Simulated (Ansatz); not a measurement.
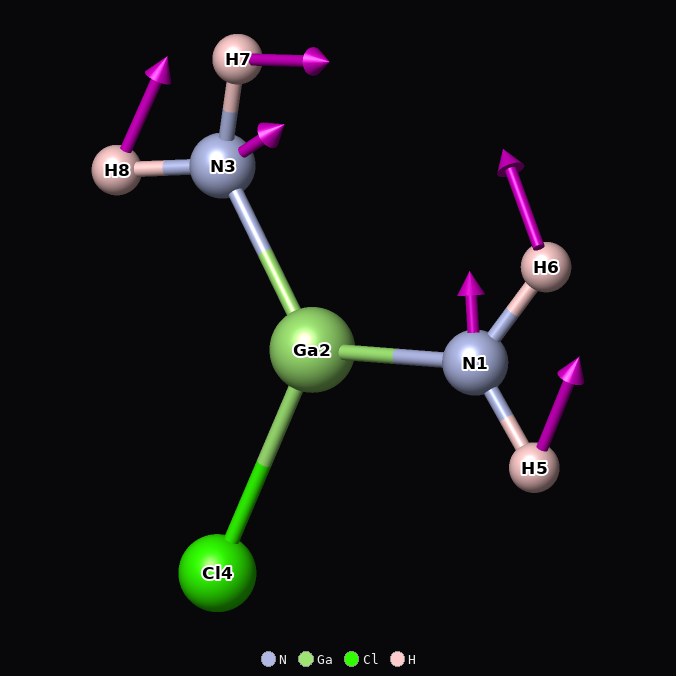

The arrows show one normal mode. Harmonic vibrations computed with RKS PBE0-D4/def2-TZVP (Ansatz 0.2.0) at a stationary point of the same level.

Question: Estimate its harmonic wavenumber.

Answer: 161 cm⁻¹; it is mode 2 of 18 counted from the lowest.
